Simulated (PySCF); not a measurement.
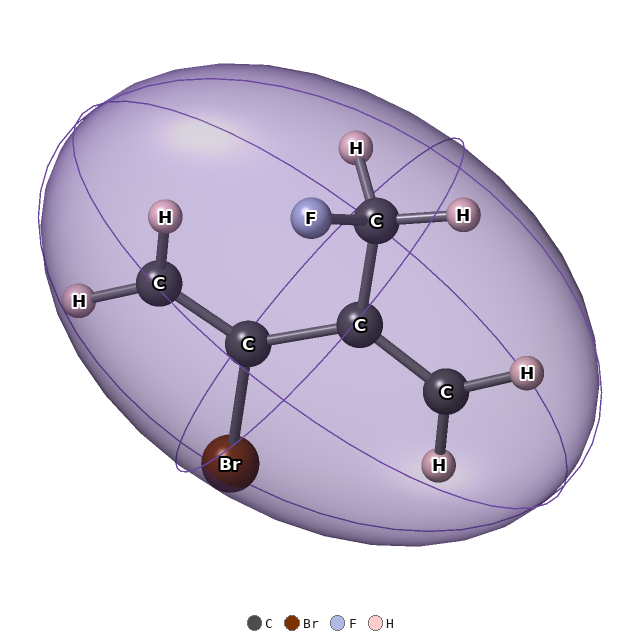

The ellipsoid shows the static dipole polarisability: its half-axes are proportional to the principal values. The geometry was computed by an optimisation with PBE0-D3(BJ)/def2-SVP. No frequency run is at hand to confirm it as a minimum. Method: ωB97X-D/def2-SVPD in tetrahydrofuran (IEF-PCM) (PySCF 2.14.0).

**Give the principal values, the mean and the anisotropy.**

Principal values 76.5, 114.3, 146.4 bohr³; mean 112.4 bohr³ (16.66 Å³); anisotropy 60.7 bohr³, so the longest axis is 1.92 times the shortest.
